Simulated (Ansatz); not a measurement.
FH3O3Si···CH4

Input file:

```
crystal:
  periodic: [false, false, false]
  atoms:
    - { symbol: Si, position_ang: [-0.791461, 0.424597, -0.738151] }
    - { symbol: C, position_ang: [1.282207, -0.754951, 1.362541] }
    - { symbol: O, position_ang: [-1.856844, 1.077556, -1.797115] }
    - { symbol: O, position_ang: [-0.454131, -1.068418, -1.315845] }
    - { symbol: O, position_ang: [0.547343, 1.340645, -0.542737] }
    - { symbol: H, position_ang: [0.385658, -0.213466, 1.670385] }
    - { symbol: F, position_ang: [-1.516133, 0.339552, 0.744245] }
    - { symbol: H, position_ang: [1.068534, -1.292901, 0.413642] }
    - { symbol: H, position_ang: [2.153029, -0.074165, 1.208483] }
    - { symbol: H, position_ang: [1.551563, -1.486669, 2.156861] }
    - { symbol: H, position_ang: [-2.231787, 1.951255, -1.572199] }
    - { symbol: H, position_ang: [-1.137596, -1.413649, -1.919226] }
    - { symbol: H, position_ang: [0.999718, 1.170714, 0.329116] }
basis:
  gaussian: { orbitals: def2-SVP }
hamiltonian:
  xc: lda
relax:
  f_tol: 0.03
  max_steps: 50
output:
  orbitals: {}
```

Run with:

```sh
ansatz run input.yaml --threads 4 --pin off --max-ram 5120MiB --backend cpu --events-out ev --progress --plain --runs-dir out
```

The fields are those of the run's last geometry, not of the input's.

The calculation used Ansatz 0.2.0, RKS LDA/def2-SVP.

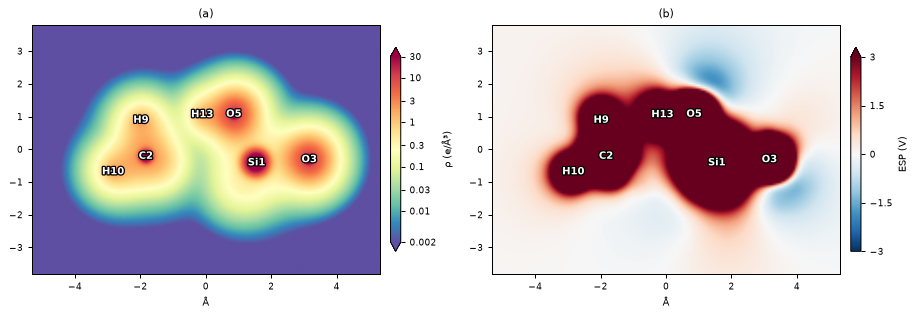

Figure 1. (a) total electron density; (b) electrostatic potential on the plane of atoms H9, C2 and H10.

Describe what can be read from this map.

Answer. The section cuts through Si, C, O and H sites.
C2···H13 (2.15 Å): the density falls to about 0.13 e/Å³ on the way.
Si–O (1.63 Å): ρ is about 1.2 e/Å³ halfway.
O–H (0.98 Å): ρ at the midpoint is about 3.5 e/Å³.
C–H (1.11 Å): the density is about 1.8 e/Å³ at the midpoint.
Outside the dense part of the complex the potential is most negative (−1.8 V) near O5.

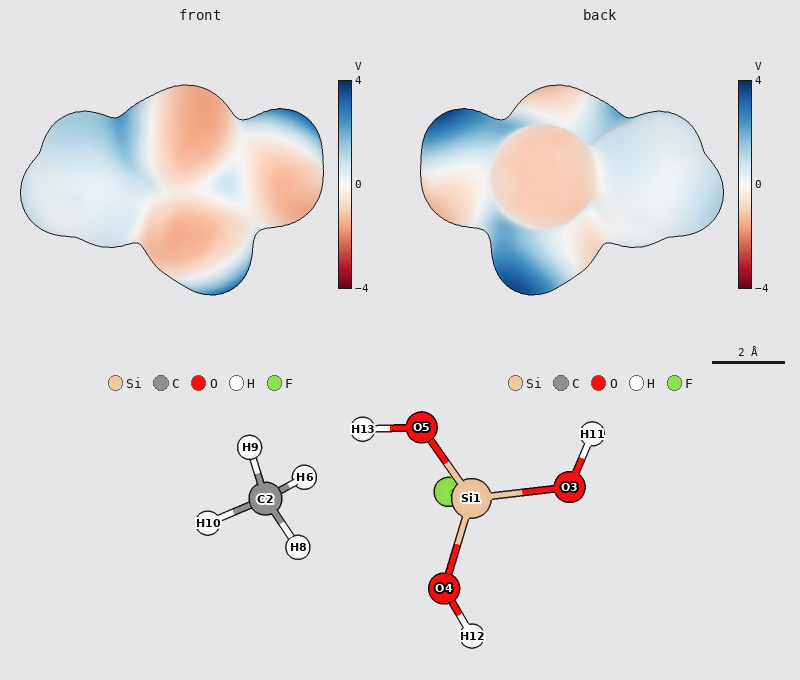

Figure 2. The electrostatic potential painted on the density surface at 0.004 e/bohr³, seen from the front and from behind; red is negative and blue positive. The bare structure is drawn below in the same view.

Which sites attract a positive test charge, and which a negative one?

Answer. A positive charge is drawn to the negative regions and a negative charge to the positive ones. The most negative region (about −1.6 V) lies over O5, the most positive (about +3.5 V) over H11 and H12. O5 is the likeliest acceptor of a hydrogen bond.

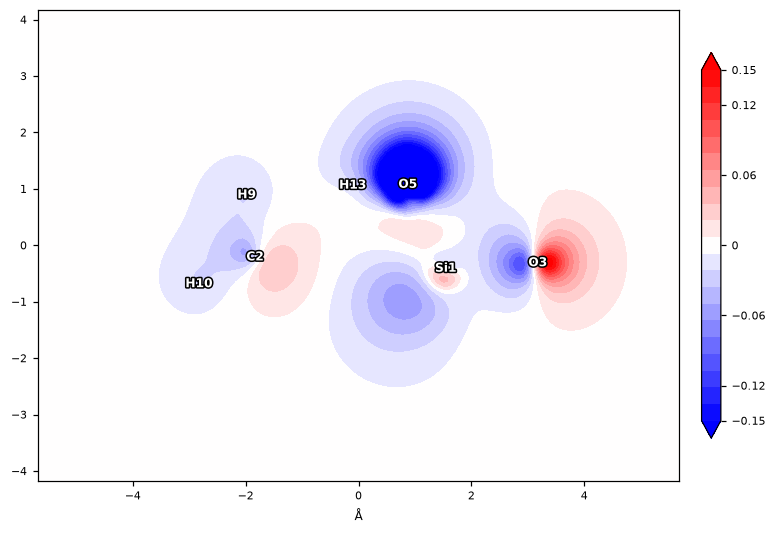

Figure 3. The HOMO on the plane of atoms H9, C2 and H10 (values in Å⁻³ᐟ²; the overall sign is arbitrary).

Describe this orbital and give its energy.

Answer. By Hirshfeld shares it lies mainly on O5 (about 55 %), O4 (about 25 %) and F7 (about 5 %). Its energy is −7.54 eV.
